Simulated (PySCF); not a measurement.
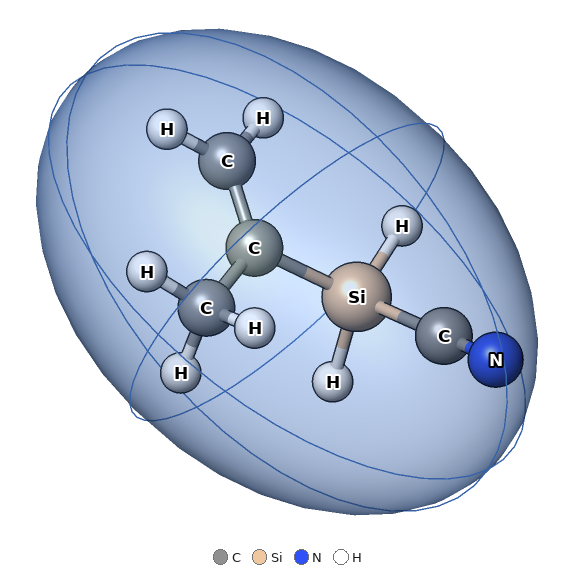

The ellipsoid shows the static dipole polarisability: its half-axes are proportional to the principal values. Computed geometry: PBE0-D3(BJ)/def2-SVP optimisation. No frequency run is at hand to confirm it as a minimum. Level of theory: PBE/def2-SVPD (PySCF 2.14.0).

**Give the principal values, the mean and the anisotropy.**

Principal values 67.2, 77.7, 99.2 bohr³; mean 81.4 bohr³ (12.06 Å³); anisotropy 28.3 bohr³, so the longest axis is 1.48 times the shortest.
